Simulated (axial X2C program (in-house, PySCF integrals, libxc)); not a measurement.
**Relativistic diatomic calculation for TaBr**

TaBr, single determinant with Ω = 1. Computed at this level: PBE0, two-component X2C with atomic mean-field Coulomb and Gaunt terms, Ta dyall-cv3z, Br dyall-cv3z (cores contracted) (axial X2C program (in-house, PySCF integrals, libxc)).

### The input
```
{"zs": [73, 35], "q": 0, "bas": ["dyall-cv3z", "dyall-cv3z"], "levels": ["PBE0", "HF", "M06"], "cc": true, "r0": 2.6, "thr": -2.0, "nmax": 110, "npts": 10, "nst": 2, "ntry": 8}
```

The line is the task of a batch: nuclear charges, charge, bases, the levels to run, a first guess of the distance and further settings. This report covers PBE0 with spin-orbit coupling. The log is that of the reference distance 2.43 Å, started from orbitals converged before.

Launched within a batch (the task file carries these settings):
```bash
python <driver script> task.json out
```

### The program's output
```
two-component X2C + atomic mean field  PBE0
basis functions 287  fitting functions 1481  grid points 5802
iter        total energy     max residual
   1     -18208.687819007     1.85e-05
   2     -18208.687819046     1.42e-05
   3     -18208.687819057     1.19e-05
   4     -18208.687819071     9.51e-06
   5     -18208.687819088     3.74e-06
   6     -18208.687819090     1.34e-06
   7     -18208.687819090     4.65e-07
converged
one-electron -26134.74023155  Coulomb 7797.27645581  exact exchange -101.66502131  xc functional -311.61714177  nuclear repulsion 556.39826086  atomic mean-field constant -14.34014114
```

### The points of the curve

| R (Å) | E (hartree) | dipole (D; origin at the first atom, positive when the second is positive) | highest filled (eV) | lowest empty (eV) |
| --- | --- | --- | --- | --- |
| 2.114 | −18208.651759 | −1.44 | −4.46 | −2.07 |
| 2.211 | −18208.673324 | −1.83 | −4.65 | −2.21 |
| 2.284 | −18208.682297 | −2.15 | −4.74 | −2.33 |
| 2.357 | −18208.686757 | −2.48 | −4.84 | −2.45 |
| 2.430 | −18208.687819 | −2.83 | −4.94 | −2.57 |
| 2.515 | −18208.685926 | −3.24 | −5.06 | −2.71 |
| 2.600 | −18208.681641 | −3.65 | −5.19 | −2.86 |
| 2.709 | −18208.673835 | −4.20 | −5.35 | −3.04 |
| 2.843 | −18208.662306 | −4.87 | −5.54 | −3.25 |
| 3.038 | −18208.644109 | −5.84 | −5.81 | −3.54 |

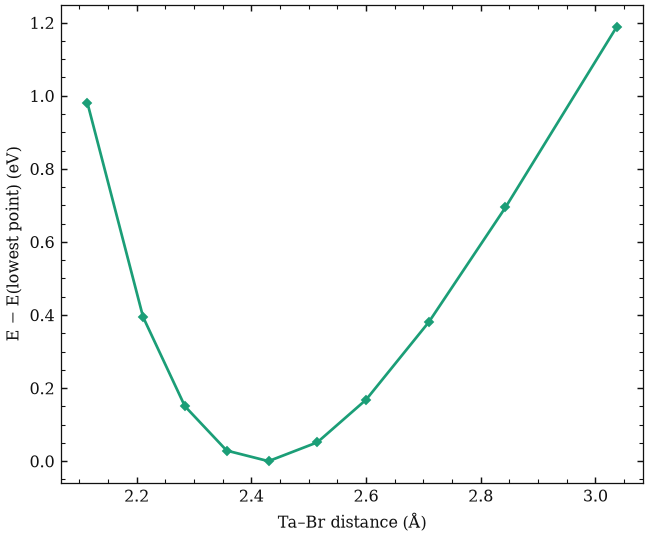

*Energy at 10 bond lengths, for one set of occupations held fixed; the line joins the points.*

A polynomial of degree 6 through 9 points gives rₑ = 2.421 Å, ωₑ = 256.8 cm⁻¹, ωₑxₑ = 0.53 cm⁻¹ and Bₑ = 0.05235 cm⁻¹. The minimum lies 3.75 eV below Ta + Br, each computed as one determinant at the same level.

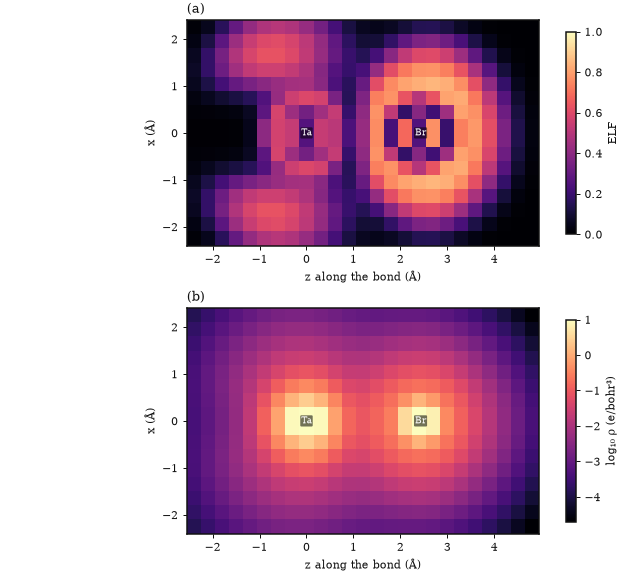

*(a) electron localisation function; (b) electron density on a logarithmic scale, in a plane that holds the axis, at 2.43 Å, on points 0.3 Å apart (one half computed, the other mirrored); the structure near the nuclei is finer than these points.*

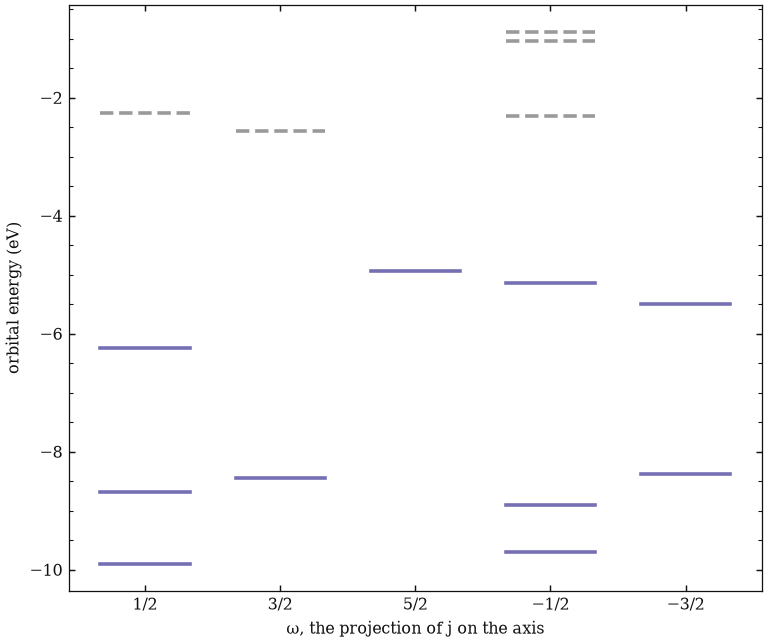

*Orbital energies near the frontier at 2.43 Å, filled (solid) and empty (dashed).*

The highest filled spinor (5/2; 100 % Ta d) lies at −4.94 eV, the lowest empty one (3/2; 78 % Ta d, 11 % Ta p) at −2.57 eV.

### Summary

- outcome: converged
- bond length rₑ: 2.421 Å
- ωₑ: 256.8 cm⁻¹
- energy at the minimum: −18208.68784 hartree
- depth below the fragments: 3.75 eV
- hardware: 1 thread of Arm Neoverse V1, 24 GiB of memory available, shared host
- wall time: 26 s
- peak memory: 2 GiB
